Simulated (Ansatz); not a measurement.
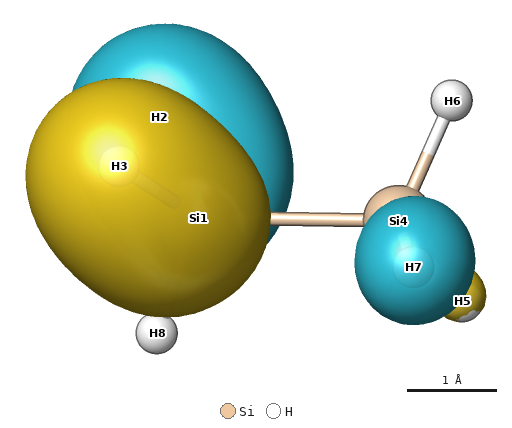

Figure. H6Si2. The HOMO−1 at ±0.1 Å⁻³ᐟ² (yellow and cyan are the two phases), seen at a tilt.

Not at a stationary point (largest force 1.6 eV/Å).

Method: Ansatz 0.2.0, RKS PBE0/def2-SVP.

```xyz
8

Si    0.1566   -0.0257    0.1015
H     0.3940   -0.0753    1.5378
H     1.6105    0.0524    0.0661
Si   -0.9937    1.8503   -0.7003
H    -2.4280    1.4837   -0.9089
H    -0.9159    2.9864    0.2652
H    -0.4219    2.2811   -2.0132
H    -0.3788   -1.3043   -0.4524
```

Question: Describe this orbital and give its energy.

Answer: By Hirshfeld shares it lies mainly on Si1 (about 40 %), H2 (about 25 %) and H3 (about 25 %). Its energy is −8.78 eV.
